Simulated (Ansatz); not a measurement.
# A hypothetical structure for Y2Ti

Starting from a made-up structure for Y2Ti, the aim is the relaxed cell, its shortest contacts and, where a second run follows, its electronic structure.

Method: DFT, PBEsol, plane-wave PAW, files of the set soft_1, scalar-relativistic, no spin, cell and ions relaxed at zero pressure; PAW set soft_1, in the first sound run; inputs show where later runs differ, in Ansatz 0.2.0.

### 1. Set-up

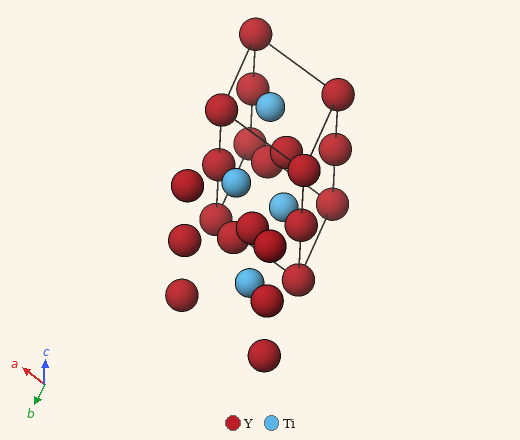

The cell as given, from a free direction (yttrium red, titanium blue). 1×2×1 cells are drawn. Some periodic images of atoms are drawn too.

Structure file:

```cif
data_structure
_symmetry_space_group_name_H-M 'P 1'
_symmetry_Int_Tables_number 1
_cell_length_a 5.1350
_cell_length_b 5.1350
_cell_length_c 6.3040
_cell_angle_alpha 90.000
_cell_angle_beta 90.000
_cell_angle_gamma 120.000
_cell_volume 143.96
loop_
_atom_site_label
_atom_site_type_symbol
_atom_site_fract_x
_atom_site_fract_y
_atom_site_fract_z
_atom_site_occupancy
Y1 Y 0.66667 0.33333 0.25000 1
Y2 Y 0.33333 0.66667 0.75000 1
Y3 Y 0.00000 0.00000 0.50000 1
Y4 Y 0.00000 0.00000 0.00000 1
Ti5 Ti 0.66667 0.33333 0.75000 1
Ti6 Ti 0.33333 0.66667 0.25000 1
```

### 2. Relaxing cell and atoms

The guessed cell has no reason to be at equilibrium. It is relaxed with the atoms, within the space group of the guess.

Input file input.yaml:

```yaml
crystal:
  lattice:
    - [5.135, 0.0, 0.0]
    - [-2.5675, 4.447040448, 0.0]
    - [0.0, 0.0, 6.304]
  atoms:
    - { symbol: "Y", position: [0.666666667, 0.333333333, 0.25] }
    - { symbol: "Y", position: [0.333333333, 0.666666667, 0.75] }
    - { symbol: "Y", position: [0.0, 0.0, 0.5] }
    - { symbol: "Y", position: [0.0, 0.0, 0.0] }
    - { symbol: Ti, position: [0.666666667, 0.333333333, 0.75] }
    - { symbol: Ti, position: [0.333333333, 0.666666667, 0.25] }
kpoints:
  mp_grid: { grid: [6, 6, 4] }
scf:
  occupations: { method: fermi_dirac, width: 0.05 }
hamiltonian:
  xc: pbesol
  pseudopotentials: { kind: paw, azcp: { folder: soft_1 }, xc_functional: pbe }
relax:
  f_tol: 0.015
  max_steps: 70
  cell: {}
output:
  forces: true
  stress: true
```

Run with:

```
$ ansatz run input.yaml --threads 4 --pin off --max-ram 10240MiB --backend cpu --events-out ev --progress --plain --runs-dir out
```

Numbers of over 12 decimals in the logs are rounded to 6 here.

The program printed:

```text
Engine: ansatz 0.2.0, aarch64-unknown-linux-gnu
Pseudopotentials: kind: paw
Pseudopotential: Y, paw, valence charge 11, recommended cutoff 420 eV (normal), soft_1/Y.paw.azcp
Pseudopotential: Ti, paw, valence charge 12, recommended cutoff 420 eV (normal), soft_1/Ti.paw.azcp
Functional definition: PBEsol
  exchange = pbesol_x
  correlation = pbesol_c
Crystal: 6 atoms, lattice volume = 143.955 Å³
Basis set: ecut = 420 eV, 2811 PW (Γ), exchange–correlation on 72×72×90 points (8 copies of the dense FFT grid, shifted against one another)
Bands: 41, of which v1, the nominal top of the filled ones, is band 34 counted from 1 (33 counted from 0)
Symmetry: 24 space group operations
Space group: P63/mmc (ITA 194), of the structure as read, at distance tolerance 5.2e-5 Å
k-points: 21 of 144
Non-local potential: Y, projectors of the file, l = 0: 3, l = 1: 2, l = 2: 2, l = 3: 1
Non-local potential: Ti, projectors of the file, l = 0: 3, l = 1: 2, l = 2: 3, l = 3: 1
PAW form: soft (Blöchl's): semilocal exchange-correlation on the pseudo side does not see the compensation charge
PAW frozen core: Y, regenerated for the run's functional, and the local potential with it (the file was generated under x = pbe(κ = 0.804, μ = 0.219515), c = pbe(β = 0.066725))
PAW frozen core: Ti, regenerated for the run's functional, and the local potential with it (the file was generated under x = pbe(κ = 0.804, μ = 0.219515), c = pbe(β = 0.066725))
PAW one-centre angular grid: Y, 590 points (default); XC on 64 Gauss nodes
PAW one-centre angular grid: Ti, 590 points (default); XC on 64 Gauss nodes
Initial density: superposition of atomic densities (chi_scale 0.1, normalization cell, long waves kept (reshape's long-wave potential 0.00 eV rms))
Initial wavefunctions: pseudopotential atomic-orbital guess
Functional: x = pbesol(κ = 0.804, μ = 0.123457), c = pbesol(β = 0.046)
SCF iter   1: F=—  HF=-20128.102857 eV  |F-HF|=—  |Δ(HF+E_count)|=         —  Δρ=6.71e-2  dr2=1.12e1  ethr=3.10e-3  ⟨swp⟩=5.9  Hψ=3054  notcnv=0
preconditioner: auto → Kerker (q_TF=auto, 2.408 Å⁻¹)  [metal: Δε(μ)=0.037 eV  Ē_g=2.377 eV  σ=0.050 eV  W_gap=0.18  n_scr=22 (ndim 8)  ℏωp=13.8 eV  f_vac=0.000  D(μ)=11.72/eV (n_scr^D=120)]
SCF iter   2: F=—  HF=-20126.675063 eV  |F-HF|=—  |Δ(HF+E_count)|=    1.43e0  Δρ=1.40e-2  dr2=4.02e-1  ethr=3.10e-3  ⟨swp⟩=3.0  Hψ=1963  notcnv=0
SCF iter   3: F=—  HF=-20126.618296 eV  |F-HF|=—  |Δ(HF+E_count)|=   5.68e-2  Δρ=6.98e-3  dr2=9.65e-2  ethr=5.91e-4  ⟨swp⟩=2.9  Hψ=1238  notcnv=0
SCF iter   4: F=—  HF=-20126.608535 eV  |F-HF|=—  |Δ(HF+E_count)|=   9.76e-3  Δρ=3.84e-3  dr2=3.02e-2  ethr=1.42e-4  ⟨swp⟩=3.0  Hψ=1238  notcnv=0
SCF iter   5: F=—  HF=-20126.603846 eV  |F-HF|=—  |Δ(HF+E_count)|=   4.69e-3  Δρ=1.10e-3  dr2=2.81e-3  ethr=4.45e-5  ⟨swp⟩=2.0  Hψ=959  notcnv=0
SCF iter   6: F=—  HF=-20126.603514 eV  |F-HF|=—  |Δ(HF+E_count)|=   3.33e-4  Δρ=2.41e-4  dr2=1.38e-4  ethr=4.13e-6  ⟨swp⟩=2.0  Hψ=1047  notcnv=0
SCF iter   7: F=—  HF=-20126.603500 eV  |F-HF|=—  |Δ(HF+E_count)|=   1.30e-5  Δρ=3.32e-5  dr2=1.65e-6  ethr=2.03e-7  ⟨swp⟩=2.0  Hψ=1034  notcnv=0
SCF iter   8: F=—  HF=-20126.603502 eV  |F-HF|=—  |Δ(HF+E_count)|=   1.81e-6  Δρ=1.02e-5  dr2=1.81e-7  ethr=2.42e-9  ⟨swp⟩=2.1  Hψ=1259  notcnv=0
SCF iter   9: F=-20126.603502 eV  HF=-20126.603502 eV  |F-HF|=7.26e-9  |Δ(HF+E_count)|=   1.46e-8  Δρ=2.26e-6  dr2=1.05e-8  ethr=1.47e-10  ⟨swp⟩=4.0  Hψ=2515  notcnv=0
SCF 1 converged in 9 iterations: F = -20126.603502 eV  dr2 = 1.05e-8
  greatest PAW one-centre occupation: 0.999 electrons in one spin orbital (limit 2), on the Ti atom at site 5 (counted from 0), in its partial waves of l = 0
relax step   1: F+E_penalty+E_count = -20126.60350228 eV  Δ(F+E_penalty+E_count) = +0.000e0 eV  max|allowed force component| = 2.621e-17 eV/Å  Δτ_max = 0.0000 Å  P = +3.735 GPa  Ω = 143.955 Å³  (9 SCF iters, dr2 threshold 1.00e-7 eV, accepted)
Crystal: 6 atoms, lattice volume = 154.645 Å³
Basis set: ecut = 420 eV, 3041 PW (Γ), exchange–correlation on 72×72×90 points (8 copies of the dense FFT grid, shifted against one another)
Initial density: handed on by an earlier stage of this run
Initial wavefunctions: those handed on with the density
iter 1 solved again at ethr=1.48e-4 eV; its pass at ethr=3.10e-3 eV (dr2=1.01e-1 eV) is discarded
SCF iter   1: F=—  HF=-20126.781271 eV  |F-HF|=—  |Δ(HF+E_count)|=         —  Δρ=6.00e-3  dr2=1.07e-1  ethr=1.48e-4  ⟨swp⟩=1.0  Hψ=4216  notcnv=0
preconditioner: auto → Kerker (q_TF=auto, 2.379 Å⁻¹)  [metal: Δε(μ)=0.002 eV  Ē_g=2.003 eV  σ=0.050 eV  W_gap=0.01  n_scr=34 (ndim 8)  ℏωp=13.4 eV  f_vac=0.000  D(μ)=14.41/eV (n_scr^D=182)]
SCF iter   2: F=—  HF=-20126.773176 eV  |F-HF|=—  |Δ(HF+E_count)|=   8.09e-3  Δρ=1.58e-3  dr2=5.79e-3  ethr=1.48e-4  ⟨swp⟩=2.1  Hψ=1133  notcnv=0
SCF iter   3: F=—  HF=-20126.773005 eV  |F-HF|=—  |Δ(HF+E_count)|=   1.71e-4  Δρ=5.49e-4  dr2=2.54e-4  ethr=8.52e-6  ⟨swp⟩=2.0  Hψ=1014  notcnv=0
SCF iter   4: F=—  HF=-20126.773075 eV  |F-HF|=—  |Δ(HF+E_count)|=   6.95e-5  Δρ=7.55e-5  dr2=7.10e-6  ethr=3.74e-7  ⟨swp⟩=2.0  Hψ=1501  notcnv=0
SCF iter   5: F=—  HF=-20126.773075 eV  |F-HF|=—  |Δ(HF+E_count)|=   2.25e-7  Δρ=2.90e-5  dr2=1.02e-6  ethr=1.04e-8  ⟨swp⟩=2.8  Hψ=1639  notcnv=0
SCF iter   6: F=-20126.773075 eV  HF=-20126.773075 eV  |F-HF|=5.25e-8  |Δ(HF+E_count)|=   1.81e-7  Δρ=7.01e-6  dr2=8.08e-8  ethr=8.82e-10  ⟨swp⟩=4.0  Hψ=2554  notcnv=0
SCF 2 converged in 6 iterations: F = -20126.773075 eV  dr2 = 8.08e-8
relax step   2: F+E_penalty+E_count = -20126.77307468 eV  Δ(F+E_penalty+E_count) = -1.696e-1 eV  max|allowed force component| = 1.981e-16 eV/Å  Δτ_max = 0.0000 Å  P = -0.440 GPa  Ω = 154.645 Å³  energy of the carried Pulay correction = -6.065e-4 eV  (6 SCF iters, dr2 threshold 6.00e-7 eV, accepted)
Crystal: 6 atoms, lattice volume = 154.064 Å³
Basis set: ecut = 420 eV, 3005 PW (Γ), exchange–correlation on 72×72×90 points (8 copies of the dense FFT grid, shifted against one another)
iter 1 solved again at ethr=1.82e-6 eV; its pass at ethr=3.10e-3 eV (dr2=1.24e-3 eV) is discarded
SCF iter   1: F=—  HF=-20126.788889 eV  |F-HF|=—  |Δ(HF+E_count)|=         —  Δρ=8.33e-4  dr2=1.11e-3  ethr=1.82e-6  ⟨swp⟩=2.1  Hψ=4674  notcnv=0
preconditioner: auto → Kerker (q_TF=auto, 2.381 Å⁻¹)  [metal: Δε(μ)=0.012 eV  Ē_g=2.039 eV  σ=0.050 eV  W_gap=0.06  n_scr=34 (ndim 8)  ℏωp=13.4 eV  f_vac=0.000  D(μ)=12.91/eV (n_scr^D=158)]
SCF iter   2: F=—  HF=-20126.788723 eV  |F-HF|=—  |Δ(HF+E_count)|=   1.65e-4  Δρ=4.38e-4  dr2=3.46e-4  ethr=1.64e-6  ⟨swp⟩=1.1  Hψ=864  notcnv=0
SCF iter   3: F=—  HF=-20126.788657 eV  |F-HF|=—  |Δ(HF+E_count)|=   6.67e-5  Δρ=8.07e-5  dr2=1.47e-5  ethr=5.09e-7  ⟨swp⟩=2.0  Hψ=1071  notcnv=0
SCF iter   4: F=—  HF=-20126.788654 eV  |F-HF|=—  |Δ(HF+E_count)|=   2.41e-6  Δρ=2.28e-5  dr2=8.60e-7  ethr=2.17e-8  ⟨swp⟩=2.1  Hψ=1099  notcnv=0
iter 5 did not close the SCF: its close was put off for the readings that it lacked (scf_convergence_deferred on its scf_iter line)
SCF iter   5: F=-20126.788654 eV  HF=-20126.788654 eV  |F-HF|=1.07e-7  |Δ(HF+E_count)|=   1.03e-7  Δρ=7.67e-6  dr2=1.27e-7  ethr=1.27e-9  ⟨swp⟩=2.5  Hψ=1376  notcnv=0
SCF iter   6: F=-20126.788654 eV  HF=-20126.788654 eV  |F-HF|=2.18e-11  |Δ(HF+E_count)|=   1.38e-8  Δρ=1.42e-6  dr2=2.36e-9  ethr=1.86e-10  ⟨swp⟩=2.0  Hψ=2565  notcnv=0
SCF 3 converged in 6 iterations: F = -20126.788654 eV  dr2 = 2.36e-9
relax step   3: F+E_penalty+E_count = -20126.78865425 eV  Δ(F+E_penalty+E_count) = -1.558e-2 eV  max|allowed force component| = 2.937e-16 eV/Å  Δτ_max = 0.0000 Å  P = -0.189 GPa  Ω = 154.064 Å³  energy of the carried Pulay correction = -5.768e-4 eV  (6 SCF iters, dr2 threshold 6.00e-7 eV, accepted)
Crystal: 6 atoms, lattice volume = 153.574 Å³
iter 1 solved again at ethr=2.05e-7 eV; its pass at ethr=3.10e-3 eV (dr2=1.39e-4 eV) is discarded
SCF iter   1: F=—  HF=-20126.789514 eV  |F-HF|=—  |Δ(HF+E_count)|=         —  Δρ=2.85e-4  dr2=1.64e-4  ethr=2.05e-7  ⟨swp⟩=3.4  Hψ=4386  notcnv=0
preconditioner: auto → Kerker (q_TF=auto, 2.382 Å⁻¹)  [metal: Δε(μ)=0.010 eV  Ē_g=2.046 eV  σ=0.050 eV  W_gap=0.05  n_scr=34 (ndim 8)  ℏωp=13.4 eV  f_vac=0.000  D(μ)=12.76/eV (n_scr^D=158)]
SCF iter   2: F=—  HF=-20126.789493 eV  |F-HF|=—  |Δ(HF+E_count)|=   2.07e-5  Δρ=1.21e-4  dr2=2.71e-5  ethr=2.05e-7  ⟨swp⟩=2.0  Hψ=983  notcnv=0
SCF iter   3: F=—  HF=-20126.789489 eV  |F-HF|=—  |Δ(HF+E_count)|=   4.56e-6  Δρ=3.46e-5  dr2=2.50e-6  ethr=3.98e-8  ⟨swp⟩=2.0  Hψ=1037  notcnv=0
iter 4 did not close the SCF: its close was put off for the readings that it lacked (scf_convergence_deferred on its scf_iter line)
SCF iter   4: F=-20126.789488 eV  HF=-20126.789488 eV  |F-HF|=2.30e-8  |Δ(HF+E_count)|=   5.30e-7  Δρ=5.46e-6  dr2=6.19e-8  ethr=3.68e-9  ⟨swp⟩=2.0  Hψ=1060  notcnv=0
iter 5 did not close the SCF: its close was put off for the readings that it lacked (scf_convergence_deferred on its scf_iter line)
SCF iter   5: F=-20126.789488 eV  HF=-20126.789488 eV  |F-HF|=3.79e-9  |Δ(HF+E_count)|=   8.46e-9  Δρ=2.00e-6  dr2=5.29e-9  ethr=9.11e-11  ⟨swp⟩=2.2  Hψ=1216  notcnv=0
SCF iter   6: F=-20126.789488 eV  HF=-20126.789488 eV  |F-HF|=2.76e-10  |Δ(HF+E_count)|=   1.14e-9  Δρ=5.71e-7  dr2=4.30e-10  ethr=7.78e-12  ⟨swp⟩=1.0  Hψ=2538  notcnv=0
SCF 4 converged in 6 iterations: F = -20126.789488 eV  dr2 = 4.30e-10
relax step   4: F+E_penalty+E_count = -20126.78948820 eV  Δ(F+E_penalty+E_count) = -8.340e-4 eV  max|allowed force component| = 5.243e-17 eV/Å  Δτ_max = 0.0000 Å  P = -0.003 GPa  Ω = 153.574 Å³  energy of the carried Pulay correction = -5.505e-4 eV  (6 SCF iters, dr2 threshold 2.45e-7 eV, accepted)
Initial wavefunctions: pseudopotential atomic-orbital guess (no wavefunctions were taken with the density)
iter 1 solved again at ethr=2.00e-6 eV; its pass at ethr=3.10e-3 eV (dr2=1.36e-3 eV) is discarded
SCF iter   1: F=—  HF=-20126.789954 eV  |F-HF|=—  |Δ(HF+E_count)|=         —  Δρ=6.00e-5  dr2=2.23e-7  ethr=2.00e-6  ⟨swp⟩=3.0  Hψ=5286  notcnv=0
eigensolver tolerance schedule: the retry pair's looser diagonalisation over-reported the residual by 6082.50 of it (diagonalisation noise at an unbounded share of the residual, at the tolerance the schedule requests for it); recorded, not acted on — ethr = c·dr2/N_el stays at c = 1.0e-1
preconditioner: auto → Kerker (q_TF=auto, 2.382 Å⁻¹)  [metal: Δε(μ)=0.010 eV  Ē_g=2.045 eV  σ=0.050 eV  W_gap=0.05  n_scr=34 (ndim 8)  ℏωp=13.4 eV  f_vac=0.000  D(μ)=12.79/eV (n_scr^D=158)]
SCF iter   2: F=—  HF=-20126.789949 eV  |F-HF|=—  |Δ(HF+E_count)|=   4.98e-6  Δρ=3.05e-5  dr2=6.33e-8  ethr=3.28e-10  ⟨swp⟩=2.3  Hψ=1578  notcnv=0
SCF iter   3: F=—  HF=-20126.789948 eV  |F-HF|=—  |Δ(HF+E_count)|=   6.58e-7  Δρ=1.76e-6  dr2=5.88e-9  ethr=9.30e-11  ⟨swp⟩=2.5  Hψ=1385  notcnv=0
SCF iter   4: F=—  HF=-20126.789948 eV  |F-HF|=—  |Δ(HF+E_count)|=  5.89e-10  Δρ=6.08e-7  dr2=7.67e-10  ethr=8.64e-12  ⟨swp⟩=2.0  Hψ=941  notcnv=0
iter 5 did not close the SCF: its close was put off for the readings that it lacked (scf_convergence_deferred on its scf_iter line)
SCF iter   5: F=-20126.789948 eV  HF=-20126.789948 eV  |F-HF|=3.64e-12  |Δ(HF+E_count)|=    0.00e0  Δρ=8.09e-8  dr2=9.13e-12  ethr=1.13e-12  ⟨swp⟩=2.0  Hψ=1036  notcnv=0
SCF iter   6: F=-20126.789948 eV  HF=-20126.789948 eV  |F-HF|=0.00e0  |Δ(HF+E_count)|=  3.64e-12  Δρ=1.84e-8  dr2=5.31e-13  ethr=1.00e-12  ⟨swp⟩=2.0  Hψ=2462  notcnv=0
SCF 5 converged in 6 iterations: F = -20126.789948 eV  dr2 = 5.31e-13
relax step   5: F+E_penalty+E_count = -20126.78994804 eV  Δ(F+E_penalty+E_count) = -4.598e-4 eV  max|allowed force component| = 1.187e-16 eV/Å  Δτ_max = 0.0000 Å  P = -0.005 GPa  Ω = 153.574 Å³  stress off target by 2.17e-2 GPa  SCF on the basis re-selected at this cell (its energy is not comparable with the rows above)  (6 SCF iters)
basis re-selected at this cell: Δ(F+E_penalty+E_count) = -4.598e-4 eV, ΔP = -0.001 GPa vs the last step (what re-selecting the basis moved, of the pressure what is left beyond the Pulay correction that the steps carried, after the strain that the cell walked since its last selection, with what the two solves' SCF thresholds leave and, on support functions, any second-order correction that the steps lacked; it is no m [...]
SCF converged after 6 iterations
Free energy (F): -20126.789948 eV
Harris-Foulkes:  -20126.789948 eV  (|F-HF|=0.00e0)
Internal energy: -20126.687337 eV  (E = F + TS)
E sigma→0 (E₀):  -20126.738642 eV
Entropy (-TS):   -0.102611 eV (-17.102 meV/atom)
Fermi energy:    10.843548 eV
--- Per-component energies (eV) ---
  E_band       = -770.678272
  E_kinetic    = 1830.199255
  E_local      = -4259.968125  (includes V_loc(G=0)·N_el)
  E_nonlocal   = 240.291274
  E_hartree    = 1517.048046
  E_xc         = -938.716459
  E_vxc        = -1108.698125  (∫ρ·V_xc dr)
  E_paw        = -13090.715029  (= ΣΔE_a)
  E_vpaw       = -506.598584  (= ΣTr[D̂ρ^β])
  E_aug_tail   = -0.000068  (compensation charges beyond the density's cutoff)
  E_ewald      = -5425.700093
  E_core_change = 0.873862  (= ΣΔE_core)
  E_smearing   = -0.102611  (= −TS)
  E_closure    = -0.000000  (closes the sum)
  Σ components = -20126.789948   (vs F -20126.789948, Δ=0.00e0)
--- Forces (eV/Å), atoms counted from 1 ---
  atom   1  Y     -0.00000000     0.00000000     0.00000000
  atom   2  Y     -0.00000000    -0.00000000     0.00000000
  atom   3  Y     -0.00000000     0.00000000     0.00000000
  atom   4  Y     -0.00000000     0.00000000    -0.00000000
  atom   5  Ti     0.00000000     0.00000000     0.00000000
  atom   6  Ti     0.00000000    -0.00000000     0.00000000
  max |Σ_I F_I| component: 6.48e-17 eV/Å
--- Stress (GPa, compression-positive) ---
        0.003659      -0.000000       0.000000
        0.000000       0.003659      -0.000000
        0.000000      -0.000000      -0.021677
  P = ⅓ Tr σ = -0.0048 GPa (-0.048 kbar)
--- Relaxed structure (4 steps of the walk, 4 accepted, 1 SCFs on fresh bases) ---
  F+E_penalty+E_count = -20126.78994804 eV   max|allowed force component| = 1.187e-16 eV/Å   (the final SCF, on the basis selected at the relaxed cell)
  cell:  # Å, volume = 153.5744 Å³
    - [5.143504, 0.0, 0.0]
    - [-2.571752, 4.454405, 0.0]
    - [0.0, 0.0, 6.703014]
  atoms:
    - { symbol: Y, position: [0.666667, 0.333333, 0.25] }
    - { symbol: Y, position: [0.333333, 0.666667, 0.75] }
    - { symbol: Y, position: [0, 0, 0.5] }
    - { symbol: Y, position: [0, 0, 0.0] }
    - { symbol: Ti, position: [0.666667, 0.333333, 0.75] }
    - { symbol: Ti, position: [0.333333, 0.666667, 0.25] }
```

The job ended after 7.4 s (4 threads of Arm Neoverse V2, shared host; peak memory 0.56 GiB; 28 s of CPU time).

The steps of the relaxation:

```
step  energy less that of the first step (eV)  largest force component (eV/Å)  pressure (GPa)  volume (Å³)
   1                                   0.0000                          0.0000            3.74       143.96
   2                                  -0.1696                          0.0000           -0.44       154.65
   3                                  -0.1852                          0.0000           -0.19       154.06
   4                                  -0.1860                          0.0000            0.00       153.57
  5*                                  -0.1864                          0.0000            0.00       153.57
```

Relaxation steps marked * repeat the geometry before them on a plane-wave basis chosen anew for their cell, so energy and pressure can jump there.

Forces are held to the 24 operations that the run works with; a distortion that breaks them can't arise in this run.

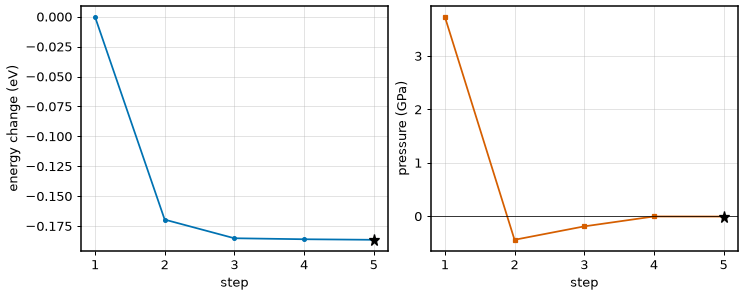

Energy and pressure along the relaxation. Stars mark steps on a basis chosen anew.

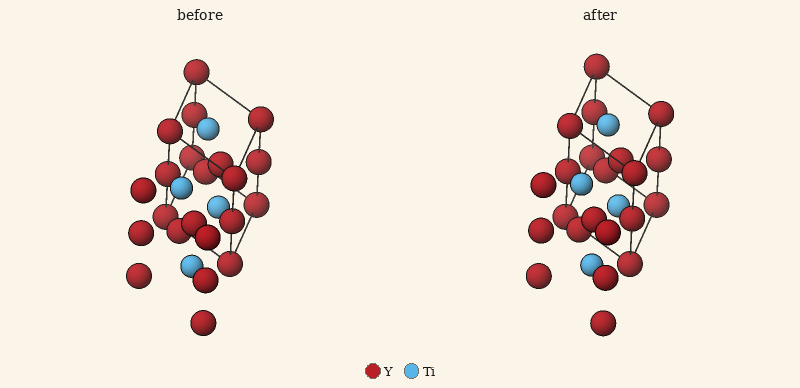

The structure before and after the relaxation, drawn at the same scale.

```
conventional cell, symmetrised  before  after  change
                         a (Å)   5.135  5.144  +0.2 %
                         b (Å)   5.135  5.144  +0.2 %
                         c (Å)   6.304  6.703  +6.3 %
              volume (Å³/atom)   23.99  25.60  +6.7 %
```

The relaxed structure:

```xyz
6
Lattice="5.1435 0.0000 0.0000 -2.5718 4.4544 0.0000 0.0000 0.0000 6.7030" Properties=species:S:1:pos:R:3 pbc="T T T"
Y     2.5718    1.4848    1.6758
Y     0.0000    2.9696    5.0273
Y     0.0000    0.0000    3.3515
Y     0.0000    0.0000    0.0000
Ti    2.5718    1.4848    5.0273
Ti    0.0000    2.9696    1.6758
```

This step gave:

```yaml
free_energy: -20126.7899 eV
energy_at_zero_smearing: -20126.7386 eV
smearing_term_ts: 0.1026 eV
fermi_energy: 10.84 eV
electrons: 68
symmetry_operations: 24
pressure: -0.004786 GPa
```

Shortest distances by pair of elements, guess and relaxed (not always the same contact):

```
 pair  guess (Å)  relaxed (Å)
 Ti–Y      2.965        2.970
  Y–Y      3.152        3.352
Ti–Ti      4.327        4.478
```

The relaxation ends with a pressure of 0.00 GPa.

(Continued in part 2 of 2.)

[Logs are printed without paths, hosts, clocks, repeated set-up lines and the standing remarks that a program may print on its own settings, such as how far it seeks lower states.]

[Hosts, paths, dates, database ids (printed as entryN), source tags and the programs' standing remarks are cut or masked in the printed files.]
